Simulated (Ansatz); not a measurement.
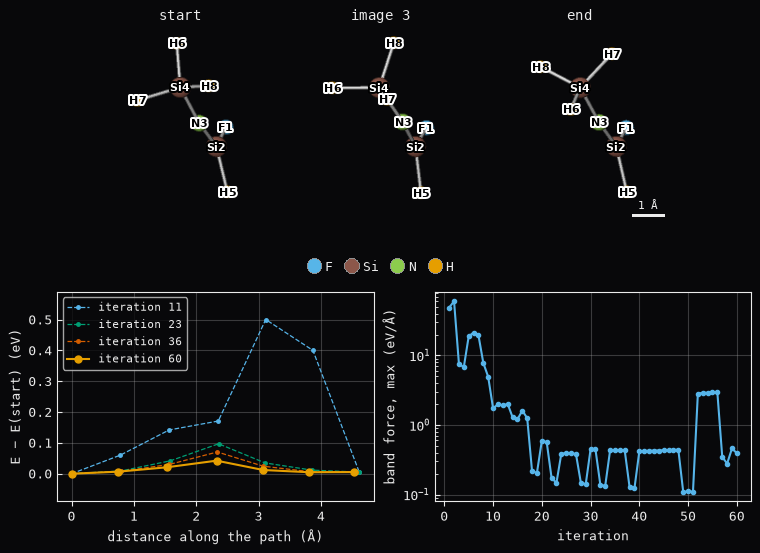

A nudged-elastic-band calculation for Si2NH4F. Images are numbered from 0 (start) to 6 (end). The plot follows the band through its iterations. The picture is a ball-and-stick view, seen from a free direction.

Theory: RKS PBE0-D4/6-31G* (Ansatz). Settings: 5 movable images; climbing image; force threshold 0.03 eV/Å; iteration limit 60; optimiser L-BFGS; largest step 0.5 Å; starting path through a guess of the saddle point.

Question: How did the profile develop, and is the result final?

Answer: The result isn't final. The band hadn't converged when the run stopped after 60 iterations. The largest component of the band force went from 49 to 0.39 eV/Å. The barrier read from it is provisional: over the last two iterations the highest image moved from 0.066 eV to 0.042 eV. The step length is far from the usual. The first iteration put the highest image at 10.370 eV. Forward barrier 0.042 eV, backward barrier 0.037 eV, with image 3 at the top; the reaction energy is +0.005 eV.

Cost: 30 min on 1 thread of Intel(R) Xeon(R) Processor @ 2.50GHz (Skylake/Cascade Lake) (shared host), peak memory 0.16 GiB.
